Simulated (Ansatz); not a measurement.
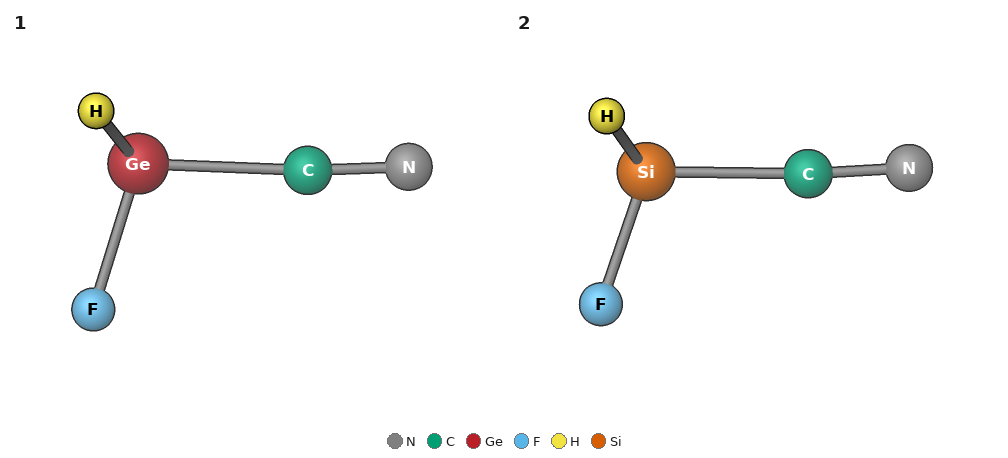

2 molecules with one skeleton, seen from the same side and at one scale. Charge 0, doublet. Computed geometries: PBE0-D4/def2-TZVP optimisations, one conformation each. Properties computed with Ansatz 0.2.0.

One atom differs, called X below: Ge in panel 1, Si in panel 2. Their formulas are CHFGeN (`N#[C][GeH][F]`), CHFNSi (`N#C[SiH]F`).

> In which is the angle C–X–F larger (PBE0-D4/def2-TZVP)?

In panel 2 (X = Si).

> In which is the harmonic zero-point energy higher (PBE0-D4/def2-TZVP)?

In panel 2 (X = Si).

Give the values. With PBE0-D4/def2-TZVP: length of X–C (Å), length of X–F (Å), length of X–H (Å), angle C–X–F (°), harmonic zero-point energy (kJ/mol). With ωB97M-V/def2-TZVPP: dipole moment (D).

```
                           quantity  1 (Ge)  2 (Si)   2 − 1
                  length of X–C (Å)   1.923   1.837  −0.086
                  length of X–F (Å)   1.732   1.591  −0.141
                  length of X–H (Å)   1.544   1.482  −0.062
                    angle C–X–F (°)   104.8   108.1    +3.3
                  dipole moment (D)    3.52    3.03   −0.49
harmonic zero-point energy (kJ/mol)    45.4    49.6    +4.2
```
